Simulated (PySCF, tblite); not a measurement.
# C4H2F5S−: dynamics, then NMR shifts on frames, part 1 of 2

Aim: move C4H2F5S− (`FC(F)(F)C(F)(F)/C=C/[S-]`) away from its starting geometry and see how NMR shifts follow the geometry.

The runs use tblite 0.8.0 and PySCF 2.14.0, with density-fitted response routines of our own; the level of theory stands in each step. All values are computed, except where a source is named. Atoms are numbered from 0 throughout.

## 1. The starting structure

12 atoms, charge -1, multiplicity 1; geometry from: GFN2-xTB.

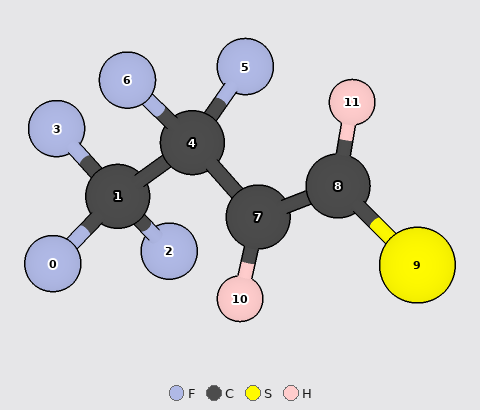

The starting geometry (fluorine light blue, carbon dark grey, sulfur yellow, hydrogen pink), atoms numbered; sticks join atoms by distance.

## 2. Thermal motion with GFN2-xTB

Job settings and geometry (Å):

```
{"job": {"kind": "md", "xc": "GFN2-xTB", "basis": "xTB", "temperature": 300, "steps": 2000, "every": 50, "frames": 5}, "charge": -1, "multiplicity": 1}
F     -1.627588     0.343719     1.676979
C     -1.606960    -0.239390     0.471244
F     -1.585651    -1.561890     0.686275
F     -2.796486     0.026081    -0.092889
C     -0.418323     0.227745    -0.380783
F     -0.607883    -0.312718    -1.644106
F     -0.665870     1.591395    -0.634278
C      0.859409    -0.072416     0.240980
C      2.046496     0.120319    -0.404726
S      3.561801    -0.185954     0.225580
H      0.832205    -0.437996     1.253944
H      2.010047     0.500419    -1.424248
```

With the program's defaults for keys left out, this is: GFN2-xTB Langevin dynamics, gas phase.

Command:

```
$ OMP_NUM_THREADS=1 python probes_run.py task.json out
```

One launch serves the whole session: the jobs run in the order shown.

The log of the run:

```text
t/fs     T/K      E/eV
    0.0   261.5   -999.29063
   25.0   174.1   -999.01558
   50.0   183.5   -998.98360
   75.0   183.1   -998.99399
  100.0   262.8   -999.05457
  125.0   184.5   -998.97245
  150.0   248.7   -999.05899
  175.0   241.8   -998.96375
  200.0   315.4   -999.03537
  225.0   320.6   -999.10801
  250.0   235.8   -999.06105
  275.0   208.3   -999.00010
  300.0   240.4   -998.97364
  325.0   337.7   -998.88256
  350.0   301.2   -998.88416
  375.0   425.6   -998.97930
  400.0   345.7   -998.90949
  425.0   427.4   -998.88554
  450.0   410.3   -998.95759
  475.0   256.0   -998.87921
  500.0   457.2   -999.10386
  525.0   313.4   -998.91010
  550.0   201.3   -998.98330
  575.0   256.0   -999.00456
  600.0   234.1   -998.96906
  625.0   214.1   -999.03837
  650.0   223.5   -998.85437
  675.0   275.4   -998.99014
  700.0   301.3   -998.92794
  725.0   424.1   -999.02964
  750.0   209.0   -998.87896
  775.0   266.4   -998.93952
  800.0   212.8   -998.90234
  825.0   282.3   -999.00037
  850.0   274.3   -998.95414
  875.0   331.8   -998.93027
  900.0   205.3   -999.06552
  925.0   164.6   -998.96843
  950.0   230.6   -999.04004
  975.0   247.3   -998.98802
 1000.0   241.3   -998.93237
```

Wall time 11 s (1 thread of AMD EPYC 9R14, shared host); peak memory 0.18 GiB.

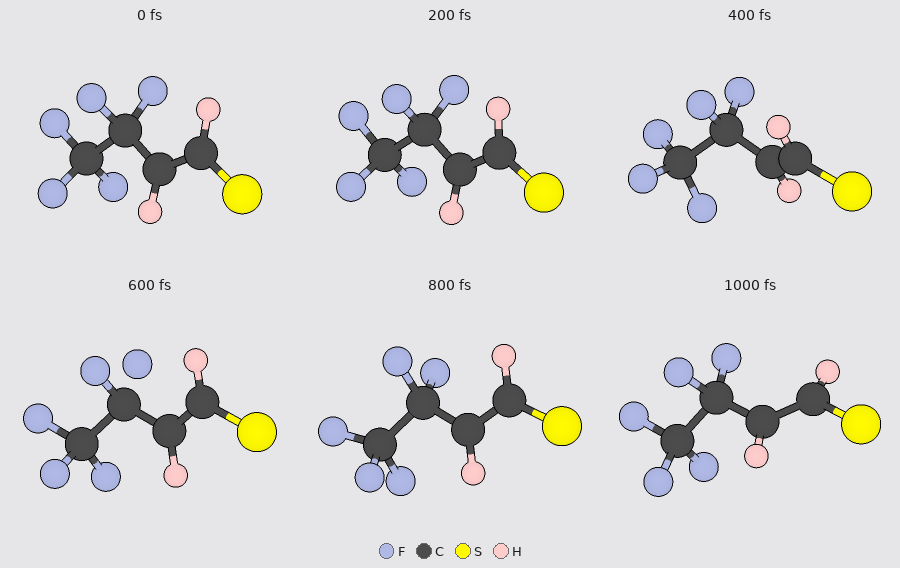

Frames of the run.

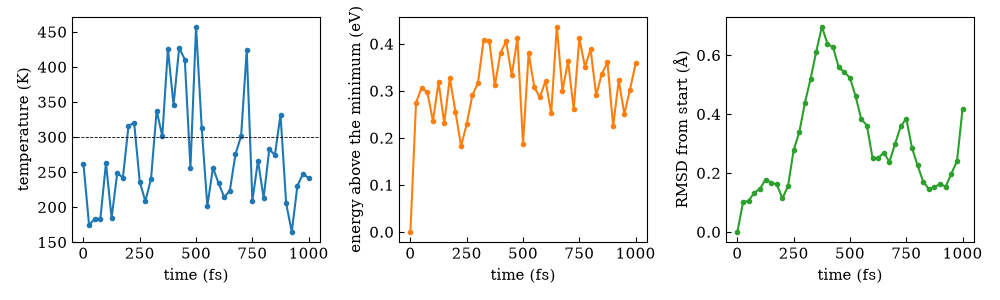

Temperature, potential energy and distance from the start.

Positions (Å) and forces (eV/Å) at 1000 fs:

```xyz
12

F    -1.066   -0.105    2.250   -0.597   -0.255   -1.683
C    -1.482   -0.594    1.022   -0.511   -0.215    0.405
F    -1.513   -1.927    1.181   -0.021    0.099    0.063
F    -2.796   -0.237    0.824    1.083   -0.028    0.509
C    -0.591   -0.239   -0.221   -0.676    0.595    1.045
F    -1.212   -0.673   -1.338   -0.064   -0.022    0.128
F    -0.794    1.200   -0.259   -0.011   -0.034   -0.272
C     0.765   -0.626   -0.055    1.588    0.283    0.861
C     1.584   -1.065   -1.053    1.495   -0.001    1.395
S     3.265   -1.165   -0.814   -0.595   -0.058   -0.234
H     1.316   -0.321    0.878   -1.032   -0.134   -0.925
H     1.232   -1.536   -1.916   -0.658   -0.230   -1.293
```

## 3. NMR shieldings: 250 fs, PBE0/pcSseg-1

Job settings and geometry (Å):

```
{"job": {"kind": "nmr", "xc": "PBE0", "basis": "pcSseg-1", "pop": false}, "charge": -1, "multiplicity": 1}
F     -1.846300     0.645000     1.745400
C     -1.773400    -0.169900     0.644800
F     -1.712700    -1.429500     1.181200
F     -2.908800    -0.088400    -0.045200
C     -0.596500     0.268900    -0.231600
F     -0.780300    -0.161500    -1.508800
F     -0.869600     1.649400    -0.375700
C      0.692600    -0.083700     0.349700
C      1.939300     0.265700    -0.145800
S      3.368500    -0.376800     0.428600
H      0.639500    -0.885900     1.043200
H      1.995700     0.973100    -1.018500
```

Level: GIAO PBE0/pcSseg-1 NMR shielding, non-relativistic, gas phase.

The log of the run:

```text
coarse grid: 12640 points
cycle   1  E = -1049.8692980010  dE =  1.507e+00  |g| = 1.180e+00  |ddm| = 3.311e+00
cycle   2  E = -1049.4601334683  dE =  4.092e-01  |g| = 1.962e+00  |ddm| = 2.218e+00
cycle   3  E = -1050.1194531859  dE = -6.593e-01  |g| = 1.691e-01  |ddm| = 1.593e+00
cycle   4  E = -1050.1234012278  dE = -3.948e-03  |g| = 1.182e-01  |ddm| = 3.536e-01
cycle   5  E = -1050.1273198565  dE = -3.919e-03  |g| = 2.234e-02  |ddm| = 1.765e-01
cycle   6  E = -1050.1274308778  dE = -1.110e-04  |g| = 5.104e-03  |ddm| = 2.984e-02
cycle   7  E = -1050.1274347868  dE = -3.909e-06  |g| = 2.198e-03  |ddm| = 5.904e-03
final grid: 125344 points
cycle   8  E = -1050.2224453079  dE = -5.490e-05  |g| = 9.628e-03  |ddm| = 3.058e-02
cycle   9  E = -1050.2224038293  dE =  4.148e-05  |g| = 1.641e-02  |ddm| = 2.478e-02
cycle  10  E = -1050.2224650431  dE = -6.121e-05  |g| = 1.083e-03  |ddm| = 1.884e-02
cycle  11  E = -1050.2224652963  dE = -2.532e-07  |g| = 6.086e-04  |ddm| = 2.323e-03
cycle  12  E = -1050.2224653775  dE = -8.126e-08  |g| = 8.434e-05  |ddm| = 5.678e-04
cycle  13  E = -1050.2224653790  dE = -1.413e-09  |g| = 2.526e-05  |ddm| = 1.575e-04
cycle  14  E = -1050.2224653791  dE = -9.595e-11  |g| = 9.971e-06  |ddm| = 2.444e-05
converged SCF energy = -1050.2224653791

GIAO shielding tensors (ppm)
atom      isotropic    diamagn.    paramagn.     s11        s22        s33       span
  0 F      243.126     473.205    -230.080    152.420    226.005    350.952    198.531
  1 C       50.046     244.267    -194.221     46.412     49.852     53.873      7.461
  2 F      258.980     474.320    -215.339    169.176    245.852    361.912    192.736
  3 F      279.051     469.929    -190.878    198.396    294.584    344.174    145.777
  4 C       65.105     238.513    -173.407     38.588     77.664     79.064     40.476
  5 F      265.169     476.839    -211.670    163.724    288.048    343.735    180.011
  6 F      271.658     476.666    -205.007    128.249    314.063    372.663    244.414
  7 C       84.745     257.309    -172.564    -14.424    126.444    142.215    156.639
  8 C       -7.603     249.308    -256.911   -143.272    -31.106    151.571    294.843
  9 S      288.482    1056.114    -767.632     26.436    200.962    638.048    611.612
 10 H       26.475      33.357      -6.882     23.310     24.084     32.031      8.721
 11 H       22.108      28.744      -6.636     19.289     19.530     27.506      8.218
```

Wall time 17 s (1 thread of AMD EPYC 9R14, shared host); peak memory 0.82 GiB.

The references, computed at this level on geometries of the same kind, shield at (ppm): 1H TMS 31.72, 13C TMS 186.9, 19F CFCl3 170.9, 33S CS2 504. Their shielding less the atom's gives the shift. The references are single molecules in the gas phase, so shifts against H2O, NH3, PH3, H3PO4 or CFCl3 are not on the usual liquid scales and can be off by tens of ppm. Each atom is listed at this fixed geometry, with no averaging over motion; a spectrum would average atoms that exchange fast.

```
atoms                                         environment  σ (ppm)  δ (ppm)
   C8                                           alkene CH     -7.6    194.5
   C1                                          CF3 carbon     50.0    136.9
   C4  allylic fully substituted sp3 carbon bonded to 2 F     65.1    121.8
   C7                                           alkene CH     84.7    102.2
  H11                            hydrogen on an alkene CH    22.11     9.61
  H10                            hydrogen on an alkene CH    26.47     5.24
   F0                             fluorine of a CF3 group    243.1    -72.2
   F2                             fluorine of a CF3 group    259.0    -88.0
   F5                             fluorine of a CF2 group    265.2    -94.2
   F6                             fluorine of a CF2 group    271.7   -100.7
   F3                             fluorine of a CF3 group    279.1   -108.1
   S9                                  sulfur bonded to C      288      215
```

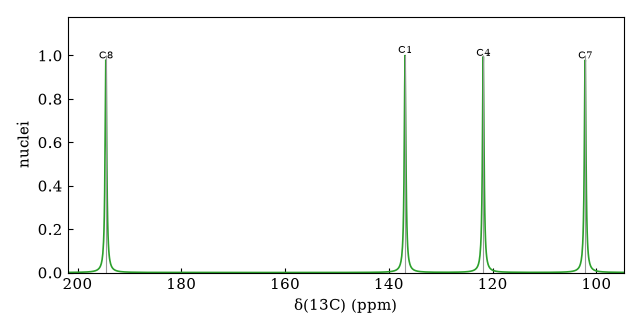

13C lines at the computed shifts, without couplings. Lines are broadened to a width of 0.37 ppm (Lorentzian).

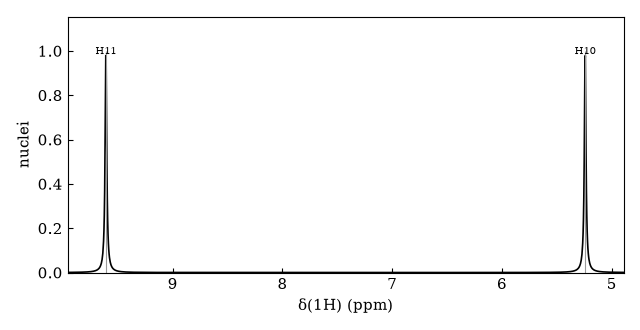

1H lines at the computed shifts, without couplings. Lines are broadened to a width of 0.02 ppm (Lorentzian).

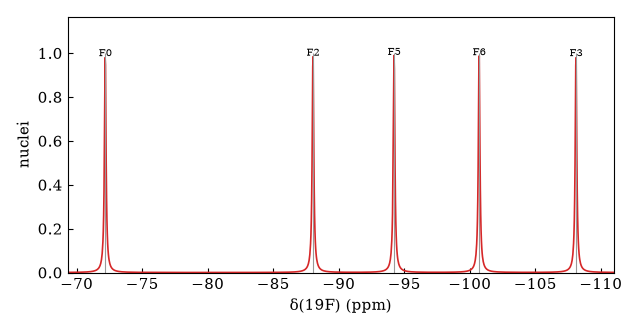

19F lines at the computed shifts, without couplings. Lines are broadened to a width of 0.14 ppm (Lorentzian).

## 4. Nuclear shieldings: 425 fs, PBE0/pcSseg-1

Job settings and geometry (Å):

```
{"job": {"kind": "nmr", "xc": "PBE0", "basis": "pcSseg-1", "pop": false}, "charge": -1, "multiplicity": 1}
F     -1.641500     0.704500     1.787100
C     -1.696700    -0.297400     0.865800
F     -1.573400    -1.442100     1.632300
F     -2.949100    -0.367000     0.359300
C     -0.601300    -0.073800    -0.238100
F     -1.381400    -0.483400    -1.351500
F     -0.578100     1.220600    -0.544100
C      0.627300    -0.752600     0.075300
C      1.824800    -0.130200    -0.158700
S      3.324500    -0.731900     0.227400
H      0.528800    -1.774300     0.396400
H      1.739300     0.808600    -0.564100
```

Method: GIAO PBE0/pcSseg-1 NMR shielding, non-relativistic, gas phase.

The log of the run:

```text
coarse grid: 12640 points
cycle   1  E = -1049.8533873307  dE =  1.591e+00  |g| = 1.189e+00  |ddm| = 3.318e+00
cycle   2  E = -1049.4046017146  dE =  4.488e-01  |g| = 2.029e+00  |ddm| = 2.284e+00
cycle   3  E = -1050.1098136987  dE = -7.052e-01  |g| = 1.554e-01  |ddm| = 1.630e+00
cycle   4  E = -1050.1124898418  dE = -2.676e-03  |g| = 1.155e-01  |ddm| = 3.359e-01
cycle   5  E = -1050.1161558298  dE = -3.666e-03  |g| = 2.364e-02  |ddm| = 1.827e-01
cycle   6  E = -1050.1162873158  dE = -1.315e-04  |g| = 5.107e-03  |ddm| = 3.332e-02
cycle   7  E = -1050.1162911543  dE = -3.839e-06  |g| = 2.118e-03  |ddm| = 5.474e-03
final grid: 125344 points
cycle   8  E = -1050.2113501286  dE = -5.709e-05  |g| = 9.365e-03  |ddm| = 3.302e-02
cycle   9  E = -1050.2113135394  dE =  3.659e-05  |g| = 1.569e-02  |ddm| = 2.415e-02
cycle  10  E = -1050.2113688782  dE = -5.534e-05  |g| = 1.001e-03  |ddm| = 1.800e-02
cycle  11  E = -1050.2113690694  dE = -1.911e-07  |g| = 6.022e-04  |ddm| = 2.173e-03
cycle  12  E = -1050.2113691448  dE = -7.541e-08  |g| = 7.927e-05  |ddm| = 5.569e-04
cycle  13  E = -1050.2113691459  dE = -1.125e-09  |g| = 2.608e-05  |ddm| = 1.345e-04
cycle  14  E = -1050.2113691460  dE = -9.504e-11  |g| = 8.893e-06  |ddm| = 2.271e-05
converged SCF energy = -1050.2113691460

GIAO shielding tensors (ppm)
atom      isotropic    diamagn.    paramagn.     s11        s22        s33       span
  0 F      260.171     473.339    -213.169    169.222    263.874    347.416    178.195
  1 C       46.299     245.198    -198.899     39.765     47.351     51.782     12.017
  2 F      246.217     474.073    -227.856    153.277    228.200    357.175    203.898
  3 F      252.825     470.554    -217.728    174.929    252.294    331.252    156.323
  4 C       64.348     236.325    -171.977     34.524     70.643     87.876     53.352
  5 F      236.080     476.985    -240.905    127.678    226.629    353.934    226.256
  6 F      311.464     475.218    -163.754    202.312    345.716    386.365    184.053
  7 C       88.316     257.376    -169.060     -9.632    131.866    142.714    152.346
  8 C       -1.273     250.549    -251.822   -145.436    -27.296    168.912    314.349
  9 S      328.075    1055.902    -727.827     57.343    212.377    714.504    657.161
 10 H       26.632      32.216      -5.584     24.212     25.269     30.414      6.203
 11 H       23.497      32.598      -9.101     17.469     21.233     31.789     14.320
```

Wall time 17 s (1 thread of AMD EPYC 9R14, shared host); peak memory 0.84 GiB.

This run: δ C8 188.2, C1 140.6, C4 122.6, C7 98.6, H11 8.22, H10 5.09 ppm.

(Continued in part 2 of 2.)
